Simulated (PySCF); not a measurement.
# GeFOH: relaxation and vibrations of the singlet

The task is one start of a wider search on GeFOH: the singlet, from a bent start. It is relaxed, tested by its Hessian and followed downhill if it is a saddle.

The runs use PySCF 2.14.0; PBE0, basis Ge def2-TZVP, F def2-TZVP, O def2-TZVP, H def2-TZVP, no relativity, density fitting.

## (1) Where the work starts

4 atoms, charge 0, spin multiplicity 1.

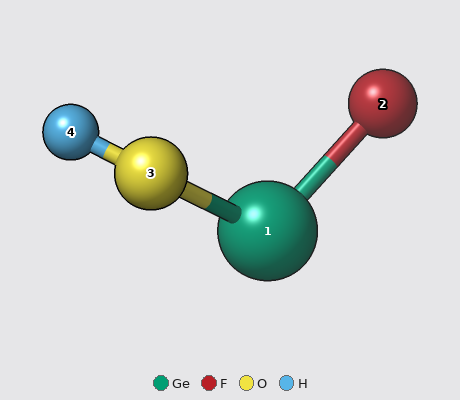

As it starts; germanium teal, fluorine red, oxygen yellow, hydrogen blue; atoms are numbered from 1 in the order of the file.

Z-matrix (Å, degrees; charge 0 multiplicity 1):
```
Ge
F  1 1.8500
O  1 1.8400 2 110.00
H  3 0.9600 1 130.00 2 90.00
```

## (2) First SCF at the start

The steps below are one call of a driver around PySCF. For each, scf.py gives the equivalent set-up of the SCF; relaxations use the driver's own optimiser. After this first run the driver tries any further starts and a stability analysis.

scf.py reads:

```python
from pyscf import gto, scf, dft
mol = gto.M(atom='''
Ge     0.000000     0.000000     0.000000
F      1.515400     0.000000     1.061100
O     -1.507200     0.000000     1.055400
H     -2.012700     0.735400     1.409300''',
    basis={'Ge': 'def2-TZVP', 'F': 'def2-TZVP', 'O': 'def2-TZVP', 'H': 'def2-TZVP'},
    charge=0, spin=0)
mf = dft.RKS(mol, xc='PBE0')
mf.grids.atom_grid = (50, 194)
aux = {'Ge': 'def2-universal-JKFIT', 'F': 'def2-universal-JKFIT', 'O': 'def2-universal-JKFIT', 'H': 'def2-universal-JKFIT'}
mf = mf.density_fit(auxbasis=aux)
mf.conv_tol = 1e-08
mf.diis_space = 10
mf.max_cycle = 60
mf.init_guess = 'minao'
mf.verbose = 4
mf.kernel()
```

The run is started by

```
$ OMP_NUM_THREADS=4 python axn.py task.json out
```

Output:

```text
init E= -2251.64770702371
  HOMO = -0.300279958419843  LUMO = -0.0966690903874863  gap/eV = 5.54053
cycle= 1 E= -2252.14267039533  delta_E= -0.495  |g|= 1.19  |ddm|= 1.62
  HOMO = -0.148843167793648  LUMO = -0.0903006780611548  gap/eV = 1.59302
cycle= 2 E= -2251.20292295873  delta_E= 0.94  |g|= 2.53  |ddm|= 1.81
  HOMO = -0.297327357126932  LUMO = -0.0902093427317041  gap/eV = 5.63597
cycle= 3 E= -2252.35551157669  delta_E= -1.15  |g|= 0.206  |ddm|= 1.34
  HOMO = -0.293823835840346  LUMO = -0.0942629399000552  gap/eV = 5.43033
cycle= 4 E= -2252.36185618463  delta_E= -0.00634  |g|= 0.0959  |ddm|= 0.163
  HOMO = -0.299370527978884  LUMO = -0.0958847658749278  gap/eV = 5.53713
cycle= 5 E= -2252.36273764295  delta_E= -0.000881  |g|= 0.0298  |ddm|= 0.0496
  HOMO = -0.297902990060177  LUMO = -0.0942903516572855  gap/eV = 5.54058
cycle= 6 E= -2252.3628578987  delta_E= -0.00012  |g|= 0.0133  |ddm|= 0.0198
  HOMO = -0.297532140392697  LUMO = -0.0935061460680799  gap/eV = 5.55183
cycle= 7 E= -2252.36289131781  delta_E= -3.34e-05  |g|= 0.00168  |ddm|= 0.00852
  HOMO = -0.297698202398442  LUMO = -0.0936208803848899  gap/eV = 5.55323
cycle= 8 E= -2252.36289180178  delta_E= -4.84e-07  |g|= 0.000274  |ddm|= 0.00131
  HOMO = -0.297702938342894  LUMO = -0.0936337535166274  gap/eV = 5.55301
cycle= 9 E= -2252.36289182251  delta_E= -2.07e-08  |g|= 8.3e-05  |ddm|= 0.000398
  HOMO = -0.29770095821173  LUMO = -0.0936361892702209  gap/eV = 5.55289
cycle= 10 E= -2252.36289182416  delta_E= -1.64e-09  |g|= 1.92e-05  |ddm|= 9e-05
  HOMO = -0.297698681927551  LUMO = -0.0936362720691335  gap/eV = 5.55282
Extra cycle  E= -2252.36289182415  delta_E= 1.82e-12  |g|= 2.64e-05  |ddm|= 3.73e-05
converged SCF energy = -2252.36289182415
```

This step, with its further starts and checks, took 6.2 s on 4 threads of Arm Neoverse V2, shared host.

The starts that the driver tried:

```
                      start   energy (Eh)
    the minimal-basis guess  -2252.362892
a thermally smeared density  -2252.362892
      a smeared PBE density  -2252.362892
```

The test of internal stability and the other starts found no lower closed-shell solution.

## (3) Bent start, singlet: relaxation

The program finds C1 symmetry in the start. Threshold on the gradient: 0.0003 Eh/bohr, with a further test on the energy change.

scf.py, as its differences from that of step 2:

```diff
@@ -3,4 +3,4 @@
-Ge     0.000000     0.000000     0.000000
-F      1.515400     0.000000     1.061100
-O     -1.507200     0.000000     1.055400
-H     -2.012700     0.735400     1.409300''',
+Ge    -0.024146    -0.006743    -0.349889
+F      1.491254    -0.006743     0.711211
+O     -1.531346    -0.006743     0.705511
+H     -2.036846     0.728657     1.059411''',
@@ -16 +15,0 @@
-mf.init_guess = 'minao'
```

Steps of the walk:

```
step   energy (Eh)  change (kJ/mol)  largest gradient (Eh/bohr)
   0  -2252.362892             0.00                     0.03165
   1  -2252.371111           -21.58                     0.00811
   2  -2252.372575           -25.42                     0.03579
   3  -2252.372905           -26.29                     0.01242
   4  -2252.375885           -34.11                     0.01560
   5  -2252.376778           -36.46                     0.02552
   6  -2252.378296           -40.44                     0.02287
   7  -2252.380505           -46.24                     0.01658
   8  -2252.382640           -51.85                     0.01048
   9  -2252.383278           -53.53                     0.00528
  10  -2252.383578           -54.31                     0.00652
  11  -2252.383647           -54.49                     0.00233
  12  -2252.383656           -54.52                     0.00100
  13  -2252.383659           -54.52                     0.00021
  14  -2252.383659           -54.53                     0.00002
```

The walk took 16 s.

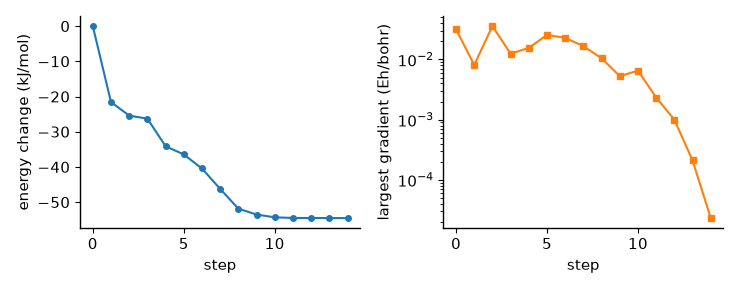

Energy and largest gradient along the walk.

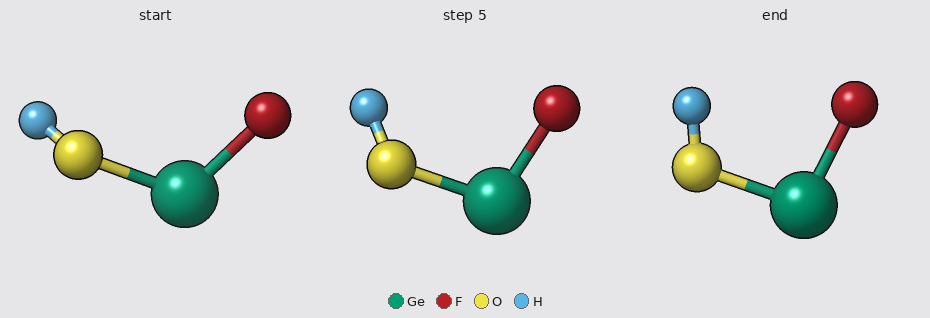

Start and end of the relaxation, with a step between.

After 14 steps and 54.5 kJ/mol it ends at Cs: Ge–F 1.767 Å, Ge–O 1.770 Å, O–H 0.964 Å; F–Ge–O 97.3°, Ge–O–H 114.1°.

## (4) Frequencies

The point is checked on the finer grid, and tightened if its gradient asks for it. The Hessian and the dipole derivatives come from central differences of analytic gradients, with steps of 0.02 bohr.

scf.py, as its differences from that of step 3:

```diff
@@ -3,4 +3,4 @@
-Ge    -0.024146    -0.006743    -0.349889
-F      1.491254    -0.006743     0.711211
-O     -1.531346    -0.006743     0.705511
-H     -2.036846     0.728657     1.059411''',
+Ge     0.043875    -0.156489    -0.358302
+F      1.133630     0.348455     0.937791
+O     -1.471781     0.267411     0.453504
+H     -1.350365     0.640741     1.333990''',
@@ -10 +10 @@
-mf.grids.atom_grid = (50, 194)
+mf.grids.atom_grid = (75, 302)
@@ -13 +13 @@
-mf.conv_tol = 1e-08
+mf.conv_tol = 1e-10
```

This SCF starts from the last density.

Log of the central SCF (cycles and frontier levels):

```text
init E= -2252.38356551373
  HOMO = -0.307294356399061  LUMO = -0.0749559469914018  gap/eV = 6.32225
cycle= 1 E= -2252.38356551368  delta_E= 5.32e-11  |g|= 2.34e-05  |ddm|= 1.59e-05
  HOMO = -0.307294161772522  LUMO = -0.0749561877628793  gap/eV = 6.32224
cycle= 2 E= -2252.38356551348  delta_E= 1.94e-10  |g|= 4.28e-05  |ddm|= 2.87e-05
  HOMO = -0.307294225795117  LUMO = -0.0749560012370196  gap/eV = 6.32225
cycle= 3 E= -2252.38356551376  delta_E= -2.75e-10  |g|= 1.94e-06  |ddm|= 1.88e-05
  HOMO = -0.307294254500799  LUMO = -0.0749560045028304  gap/eV = 6.32225
cycle= 4 E= -2252.38356551377  delta_E= -1.09e-11  |g|= 2.43e-07  |ddm|= 9.34e-07
  HOMO = -0.307294245855207  LUMO = -0.0749560077676037  gap/eV = 6.32225
Extra cycle  E= -2252.38356551375  delta_E= 1.64e-11  |g|= 4.15e-07  |ddm|= 3.25e-07
converged SCF energy = -2252.38356551375
```

The whole step took 35 s.

Geometry: Cs; Ge–F 1.767 Å, Ge–O 1.771 Å, O–H 0.964 Å; F–Ge–O 97.1°, Ge–O–H 113.8°.

Harmonic modes (main isotopes):

```
symmetry  ω (cm⁻¹)  IR (km/mol)
      a'       251         27.3
     a''       502          142
      a'       640          112
      a'       714          127
      a'       812         61.0
      a'      3843         71.8
```

No imaginary mode, so this is a minimum.

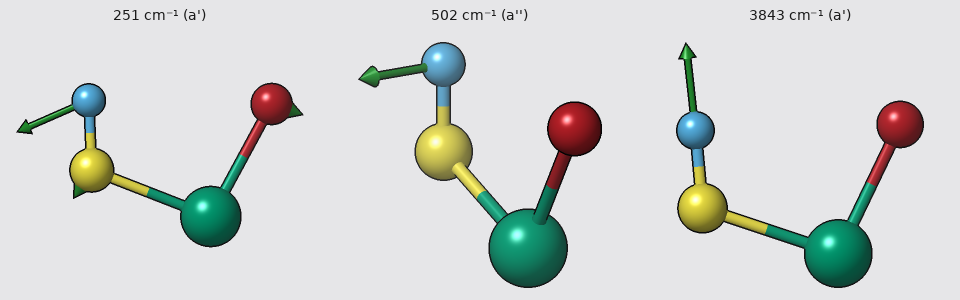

How the atoms move in 3 of the modes.

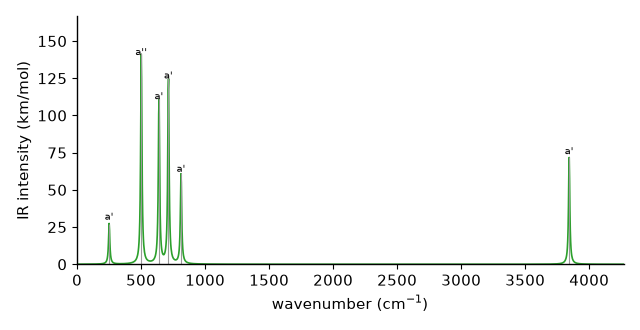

The harmonic infrared spectrum (widths in cm⁻¹). Lines are broadened to a width of 12 cm⁻¹ (Lorentzian).

Constants and moments:

```yaml
Dipole_moment: 0.59 D
Highest_occupied_level: -8.36 eV
Lowest_empty_level: -2.04 eV
Rotational_constants: 0.4755, 0.2695, 0.172 cm⁻¹
Zero-point_energy: 40.4 kJ/mol
Principal_polarisabilities: 27.2, 31.6, 35.6 bohr³
Atomisation_energy_without_zero-point_energy: 1398 kJ/mol
Principal_traceless_quadrupole_moments_about_the_centre_of_mass: -8.06, 3.62, 4.43 D Å
Entropy_at_298.15_K_and_1_bar: 280.7 J/(mol K)
Heat_capacity_Cp_at_298.15_K: 55.8 J/(mol K)
Enthalpy_at_298.15_K_above_0_K: 12.62 kJ/mol
Rotational_symmetry_number: 1
```

Charges (e) and bond orders:

```json
{"atom": "Ge1", "Mulliken": "0.63", "Löwdin": "0.32", "polar tensor": "1.14", "Mayer order to Ge1": "–"}
{"atom": "F2", "Mulliken": "-0.40", "Löwdin": "-0.21", "polar tensor": "-0.65", "Mayer order to Ge1": "0.90"}
{"atom": "O3", "Mulliken": "-0.55", "Löwdin": "-0.26", "polar tensor": "-0.76", "Mayer order to Ge1": "1.12"}
{"atom": "H4", "Mulliken": "0.32", "Löwdin": "0.15", "polar tensor": "0.27", "Mayer order to Ge1": "0.05"}
```

Mulliken populations on Ge1: s 7.87, p 13.19, d 10.24, f 0.07.

## (5) Stability of the closed shell

At the lowest minimum the closed shell is tested against spin polarisation, on the (50, 194) grid. It is stable.

## (6) Summary of results

| quantity | value |
| --- | --- |
| minimum | singlet, Cs |
| geometry | Ge–F 1.767 Å, Ge–O 1.771 Å, O–H 0.964 Å; F–Ge–O 97.1°, Ge–O–H 113.8° |
| wavenumbers (cm⁻¹) | 251 (a'), 502 (a''), 640 (a'), 714 (a'), 812 (a'), 3843 (a') |
| dipole moment | 0.59 D |
| highest occupied, lowest empty level | -8.36, -2.04 eV |
| polar-tensor charge of Ge1 | +1.14 e |
| zero-point energy | 40.4 kJ/mol |
| entropy at 298.15 K | 280.7 J/(mol K) |
| atomisation energy (no zero-point energy) | 1398 kJ/mol |

What this shows: The bent start (C1) ends in a minimum of Cs symmetry. The strongest infrared band lies at 502 cm⁻¹ (a''). Other starts or spin states, not run here, may lie lower.

The search up to here took 60 s on 4 threads of Arm Neoverse V2, shared host.
